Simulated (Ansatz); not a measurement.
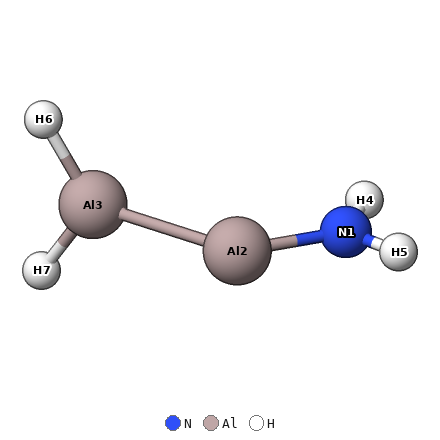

The system is Al₂H₄N, SMILES [NH2][Al][AlH2], spin multiplicity 2; the picture shows the reference structure. 
- Coordinates scanned: (1) umbrella angle at Al3 (between each of its bonds and their common axis; 90 is planar); (2) change of the bonds Al3–Al2, Al3–H6, Al3–H7, all alike.
- Nothing is relaxed (all other coordinates rigid).
- The scan uses a 15 × 15 grid.
- Points are written as (first, second).
- Energies: kJ/mol, counted from the relaxed molecule at the same level.
- Computed with UHF/def2-SVP (Ansatz).

Its coordinates:

```json
{"atom": "N", "x (Å)": "-1.7089", "y (Å)": "0.0436", "z (Å)": "-1.0607"}
{"atom": "Al", "x (Å)": "0.0599", "y (Å)": "-0.1208", "z (Å)": "-1.0014"}
{"atom": "Al", "x (Å)": "1.6541", "y (Å)": "-0.0399", "z (Å)": "1.0550"}
{"atom": "H", "x (Å)": "-2.3141", "y (Å)": "0.1938", "z (Å)": "-0.2750"}
{"atom": "H", "x (Å)": "-2.2568", "y (Å)": "0.0019", "z (Å)": "-1.8996"}
{"atom": "H", "x (Å)": "2.4116", "y (Å)": "1.3037", "z (Å)": "1.4383"}
{"atom": "H", "x (Å)": "2.1543", "y (Å)": "-1.3823", "z (Å)": "1.7433"}
```

Range: umbrella angle at Al3 (between each of its bonds and their common axis; 90 is planar) from 66.0 to 114.0°; change of the bonds Al3–Al2, Al3–H6, Al3–H7, all alike from −0.212 to 0.328 Å.

**What will the energy surface look like?**

The lowest grid point is at (93.4°, 0.019 Å), 0.7 kJ/mol from the relaxed molecule at the same level. No other kind of well shows on this grid. The highest grid point, (66.0°, −0.212 Å), lies 230 kJ/mol above the lowest. Round the minimum the two coordinates are nearly uncoupled.

```
second ↓, first →  66.0  69.4  72.9  76.3  79.7  83.1  86.6  90.0  93.4  96.9  100.3  103.7  107.1  110.6  114.0
            0.328   175   172   168   159   148   138   130   124   121   120    122    126    132    140    150
            0.289   158   156   150   139   127   116   107   101    99    98    100    105    111    120    131
            0.251   144   141   133   121   107    96    87    81    78    78     80     85     93    102    113
            0.212   131   127   118   103    89    76    67    61    58    58     61     67     75     85     97
            0.173   119   115   104    87    72    59    49    43    41    41     44     50     59     70     83
            0.135   111   106    93    74    58    45    35    29    26    27     30     37     46     58     71
            0.096   105   100    83    63    46    33    23    17    14    15     19     26     35     48     62
            0.058   103    96    76    55    38    24    14     8     5     6     11     18     28     41     57
            0.019   105    97    73    52    34    20    10     3     1     2      6     14     25     39     55
           −0.019   111   101    74    52    34    20    10     3     1     2      7     15     26     41     58
           −0.058   122   108    81    59    40    26    15     9     6     8     13     21     33     48     66
           −0.096   140   121    94    71    52    37    26    20    18    19     24     33     45     61     80
           −0.135   164   142   113    90    71    56    45    39    37    38     44     53     65     82    101
           −0.173   193   169   141   117    98    83    72    65    63    65     70     80     93    110    129
           −0.212   231   207   178   154   135   120   109   102   100   102    107    117    131    148    168
```

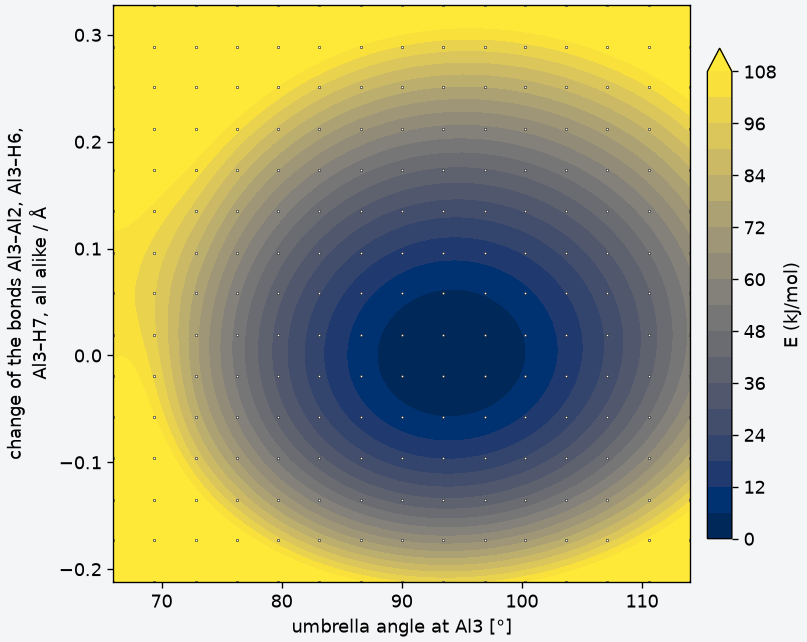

The picture shows filled contours, dots at the grid points, one colour for all values above the top of the scale. Between grid points the surface is interpolated.

Time for the 225 points that were run: 13 min on 1 thread of Arm Neoverse N1, with other jobs on the host.
